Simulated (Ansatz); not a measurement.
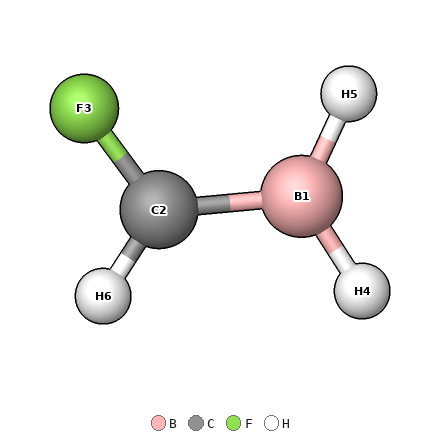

The system is CH3BF, SMILES B[CH]F, spin multiplicity 2; the picture shows the reference structure. 
- Coordinates scanned: (1) umbrella angle at B1 (between each of its bonds and their common axis; 90 is planar); (2) change of the bonds B1–C2, B1–H4, B1–H5, all alike.
- Nothing is relaxed (all other coordinates rigid).
- The scan uses a 15 × 15 grid; 120 points were computed and 105 follow by symmetry.
- Points are written as (first, second).
- Energies are in kJ/mol, from the lowest grid point.
- Method: UHF-MP2, frozen core/def2-TZVP (Ansatz).

Its coordinates:

```tsv
atom	x (Å)	y (Å)	z (Å)
B	-0.4654	-0.0224	-0.6419
C	0.4189	-0.0615	0.5827
F	0.8755	1.0555	1.1448
H	-0.8347	-1.0617	-1.0880
H	-0.7664	1.0225	-1.1219
H	0.7722	-0.9324	1.1244
```

Range: umbrella angle at B1 (between each of its bonds and their common axis; 90 is planar) from 66.0 to 114.0°; change of the bonds B1–C2, B1–H4, B1–H5, all alike from −0.143 to 0.220 Å.

Question: What landscape does the calculation give?

Answer: The lowest grid point is at (90.0°, 0.013 Å). No other kind of well shows on this grid. The highest grid point, (66.0°, 0.220 Å), lies 244 kJ/mol above the lowest. Round the minimum the two coordinates are nearly uncoupled.

| second ↓, first → | 66.0 | 69.4 | 72.9 | 76.3 | 79.7 | 83.1 | 86.6 | 90.0 | 93.4 | 96.9 | 100.3 | 103.7 | 107.1 | 110.6 | 114.0 |
| --- | --- | --- | --- | --- | --- | --- | --- | --- | --- | --- | --- | --- | --- | --- | --- |
| 0.220 | 244 | 217 | 194 | 174 | 159 | 147 | 140 | 138 | 140 | 147 | 159 | 174 | 194 | 217 | 244 |
| 0.194 | 219 | 192 | 168 | 148 | 132 | 121 | 114 | 111 | 114 | 121 | 132 | 148 | 168 | 192 | 219 |
| 0.169 | 197 | 170 | 145 | 125 | 109 | 97 | 90 | 87 | 90 | 97 | 109 | 125 | 145 | 170 | 197 |
| 0.143 | 177 | 149 | 123 | 103 | 86 | 75 | 67 | 65 | 67 | 75 | 86 | 103 | 123 | 149 | 177 |
| 0.117 | 159 | 130 | 105 | 83 | 67 | 55 | 47 | 45 | 47 | 55 | 67 | 83 | 105 | 130 | 159 |
| 0.091 | 145 | 115 | 89 | 67 | 50 | 38 | 30 | 28 | 30 | 38 | 50 | 67 | 89 | 115 | 145 |
| 0.065 | 133 | 103 | 76 | 54 | 37 | 25 | 17 | 15 | 17 | 25 | 37 | 54 | 76 | 103 | 133 |
| 0.039 | 126 | 95 | 68 | 46 | 28 | 15 | 8 | 5 | 8 | 15 | 28 | 46 | 68 | 95 | 126 |
| 0.013 | 123 | 91 | 64 | 41 | 23 | 11 | 3 | 0 | 3 | 11 | 23 | 41 | 64 | 91 | 123 |
| −0.013 | 125 | 93 | 65 | 42 | 24 | 11 | 3 | 0 | 3 | 11 | 24 | 42 | 65 | 93 | 125 |
| −0.039 | 132 | 100 | 71 | 48 | 30 | 17 | 8 | 6 | 8 | 17 | 30 | 48 | 71 | 100 | 132 |
| −0.065 | 146 | 113 | 84 | 61 | 42 | 29 | 21 | 18 | 21 | 29 | 42 | 61 | 84 | 113 | 146 |
| −0.091 | 167 | 134 | 105 | 81 | 62 | 49 | 40 | 38 | 40 | 49 | 62 | 81 | 105 | 134 | 167 |
| −0.117 | 196 | 163 | 133 | 109 | 90 | 77 | 68 | 65 | 68 | 77 | 90 | 109 | 133 | 163 | 196 |
| −0.143 | 235 | 201 | 171 | 147 | 127 | 114 | 105 | 102 | 105 | 114 | 127 | 147 | 171 | 201 | 235 |

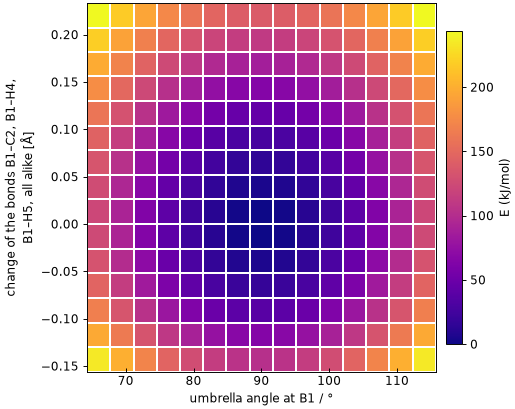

Drawn: one coloured cell a grid point.

Time for the 120 points that were run: 15 min on 1 thread of Arm Neoverse N1 (shared host).
